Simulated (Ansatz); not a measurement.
# Co (P6_3/mmc): equation of state with a fit in Python

Where is the equilibrium volume of Co (P6_3/mmc), and how stiff is it? Wanted for Co (P6_3/mmc): an equation of state with a fit.

Program: Ansatz 0.2.0, driven from Python. Level of theory: DFT PBE, plane waves, PAW. These are calculated values, not measurements.

## 1. The structure

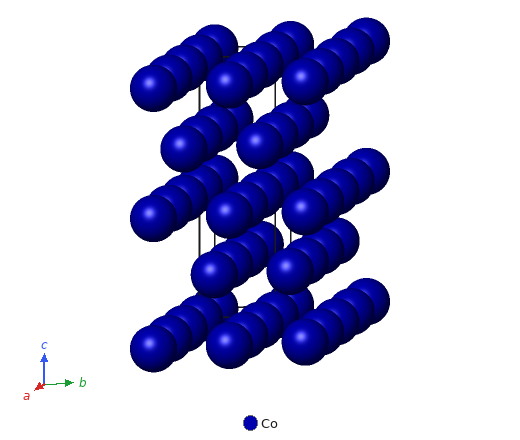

The structure that the script starts from, seen slightly off an axis (cobalt blue). 4×2×1 cells are drawn. Atoms on cell faces are repeated.

No structure file is read: the coordinates are typed or built in the script.

## 2. The code

co_eos.py

```python
"""Equation of state of Co."""

import ansatz as az
import numpy as np

VECTORS = np.array([
    [2.470562, 0.0, 0.0],
    [-1.235281, 2.139569, 0.0],
    [0.0, 0.0, 8.088234],
])
SITES = [
    ("Co", [0.0, 0.0, 0.0], 2.5),
    ("Co", [1 / 3, 2 / 3, 0.25], -2.5),
    ("Co", [0.0, 0.0, 0.5], 2.5),
    ("Co", [2 / 3, 1 / 3, 0.75], -2.5),
]


def crystal_on(cell):
    crystal = az.Crystal(lattice=az.Lattice.of(cell))
    for symbol, position, moment in SITES:
        crystal = crystal.atom(symbol, position, moment=moment or None)
    return crystal

# uniform scaling of the cell
volumes, energies, pressures = [], [], []
for scale in np.linspace(0.88, 1.12, 7):
    cell = VECTORS * scale ** (1 / 3)
    base = (
        crystal_on(cell).calculation()
        .spin("collinear")
        .scf(tolerance=1e-10)
        .functional(az.Functional.PBE)
        .basis(470)
        .occupations("Fermi-Dirac", width=0.15)
        .pseudopotentials("paw")
        .kpoints(11, 11, 3)
        .stress()
    )
    rep = base.run(threads=1, backend="cpu").report
    volumes.append(abs(np.linalg.det(cell)) / len(SITES))
    energies.append(rep["free_energy_ev"] / len(SITES))
    pressures.append(np.trace(rep["stress_gpa"]) / 3)
    print(f"V = {volumes[-1]:8.4f} A^3/atom  F = {energies[-1]:.5f} eV/atom  P = {pressures[-1]:8.3f} GPa")

# third-order Birch-Murnaghan: a cubic in V^(-2/3)
x = np.array(volumes) ** (-2 / 3)
poly = np.polynomial.Polynomial.fit(x, energies, 3).convert()
roots = poly.deriv().roots()
x0 = min((r.real for r in roots if abs(r.imag) < 1e-9 and poly.deriv(2)(r.real) > 0), key=lambda r: abs(r - x.mean()))
v0 = x0 ** -1.5
b0 = 4 / 9 * poly.deriv(2)(x0) * v0 ** (-7 / 3) * 160.21766
b1 = 4 + 2 / 3 * x0 * poly.deriv(3)(x0) / poly.deriv(2)(x0)
print(f"V0 = {v0:.4f} A^3/atom, B0 = {b0:.1f} GPa, dB/dP = {b1:.2f}")
```

## 3. The calls as engine input

The package turns the script's settings into the engine's input (first run):

```yaml
crystal:
  lattice:
    - [2.3674999649809494, 0.0, 0.0]
    - [-1.1837499824904747, 2.0503146784311927, 0.0]
    - [0.0, 0.0, 7.75082499923407]
  atoms:
    - { symbol: Co, position: [0.0, 0.0, 0.0], spin: 2.5 }
    - { symbol: Co, position: [0.3333333333333333, 0.6666666666666666, 0.25], spin: -2.5 }
    - { symbol: Co, position: [0.0, 0.0, 0.5], spin: 2.5 }
    - { symbol: Co, position: [0.6666666666666666, 0.3333333333333333, 0.75], spin: -2.5 }
basis:
  ecutwfc: 470.0
kpoints:
  mp_grid:
    grid: [11, 11, 3]
hamiltonian:
  xc: pbe
  pseudopotentials:
    kind: paw
magnetization:
  spin_polarized: true
scf:
  convergence:
    dr2_threshold: 1.0e-10
  occupations:
    method: fermi_dirac
    width: 0.15
output:
  stress: true
```

## 4. Launch

On the command line:

```
$ python co_eos.py
```

The program printed:

```text
RunWarning: the starting moments were not kept: 2 of 4 ended reversed and 2 kept their direction, counting a site from 0.1 μB. The largest reversed, site 2 (counted from 0, in the order of the report's site_moments_mub), started with +2.5 μB and closes at [...]
V =   9.4059 A^3/atom  F = -5126.00929 eV/atom  P =   43.172 GPa
V =   9.8334 A^3/atom  F = -5126.10258 eV/atom  P =   27.267 GPa
V =  10.2609 A^3/atom  F = -5126.15751 eV/atom  P =   14.379 GPa
V =  10.6885 A^3/atom  F = -5126.18163 eV/atom  P =    4.090 GPa
V =  11.1160 A^3/atom  F = -5126.18126 eV/atom  P =   -4.055 GPa
V =  11.5436 A^3/atom  F = -5126.16153 eV/atom  P =  -10.476 GPa
V =  11.9711 A^3/atom  F = -5126.12656 eV/atom  P =  -15.531 GPa
V0 = 10.8928 A^3/atom, B0 = 207.7 GPa, dB/dP = 4.81
```

(Warnings from the package without file and line, shortened, repeats left out.)

Run time: 3.1 min. Hardware: 1 thread of Arm Neoverse V1, shared host; peak memory 0.56 GiB.

## 5. What changed from run to run

The engine's inputs for some of the other runs:

Run 3, against run 1:

```diff
@@ -3,3 +3,3 @@
-    - [2.3674999649809494, 0.0, 0.0]
-    - [-1.1837499824904747, 2.0503146784311927, 0.0]
-    - [0.0, 0.0, 7.75082499923407]
+    - [2.4371719339128144, 0.0, 0.0]
+    - [-1.2185859669564072, 2.110652360665268, 0.0]
+    - [0.0, 0.0, 7.978920140324094]
```

Run 4, against run 1:

```diff
@@ -3,3 +3,3 @@
-    - [2.3674999649809494, 0.0, 0.0]
-    - [-1.1837499824904747, 2.0503146784311927, 0.0]
-    - [0.0, 0.0, 7.75082499923407]
+    - [2.470562, 0.0, 0.0]
+    - [-1.235281, 2.139569, 0.0]
+    - [0.0, 0.0, 8.088234]
```

Run 5, against run 1:

```diff
@@ -3,3 +3,3 @@
-    - [2.3674999649809494, 0.0, 0.0]
-    - [-1.1837499824904747, 2.0503146784311927, 0.0]
-    - [0.0, 0.0, 7.75082499923407]
+    - [2.5030731230207848, 0.0, 0.0]
+    - [-1.2515365615103924, 2.1677244524721324, 0.0]
+    - [0.0, 0.0, 8.194670337398087]
```

## 6. What each run gave

The 7 runs, in the order started:

```tsv
run	volume (Å³/atom)	energy from run 4 (meV/atom)	pressure (GPa)	moment (μB/cell)	SCF cycles	CPU time (s)
1	9.406	172.34	43.17	-5.74	24	26
2	9.833	79.06	27.27	6.01	21	24
3	10.261	24.12	14.38	6.18	18	21
4	10.688	0.00	4.09	6.32	18	21
5	11.116	0.38	-4.06	6.47	19	23
6	11.544	20.11	-10.48	6.62	21	26
7	11.971	55.07	-15.53	6.77	35	43
```

Energies are free energies F = E - TS of the smeared occupations. 

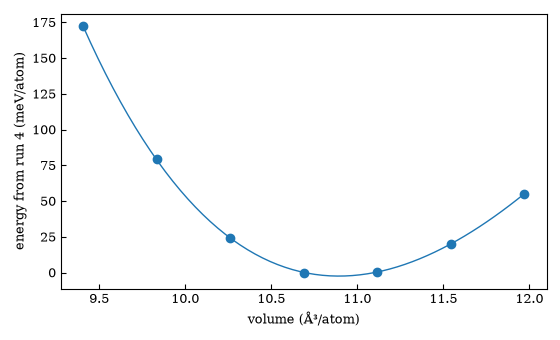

Energy against volume; the line is a third-order Birch-Murnaghan fit.

## 7. Results

| quantity | value |
| --- | --- |
| runs compared | 7 |
| range of energy | 172.34 meV/atom |
| lowest point, volume (Å³/atom) | 10.688 |
| equilibrium volume (fit) | 10.89 Å³/atom |
| bulk modulus (fit) | 208 GPa |

**Reading.** A third-order Birch-Murnaghan fit through the 7 points has its minimum at 10.89 Å³ an atom, 1.9 % above the typed cell, with a bulk modulus of 208 GPa. From that minimum the energy rises by 174.8 meV an atom on the compressed side and 57.6 meV on the expanded side. Caveats:
- The SCF didn't keep the moments it started from (some shrank, vanished or turned); what is printed is the state reached.
- Shape and fractional positions are held along the curve, so the bulk modulus is an upper value where they are free to relax.
- The mesh is modest for a metal, so energies can be off by several to tens of meV an atom and pressures by half a GPa or more; differences at equal mesh fare better.
- A Fermi-Dirac width this large means warm electrons, whose thermal share enters the free energy.
- Pressure is positive in compression. The starting moments were not kept in at least one run, so it stands on a weaker or other magnetic state than the one typed. Whether this is the phase that is stable at ambient conditions was not tested.
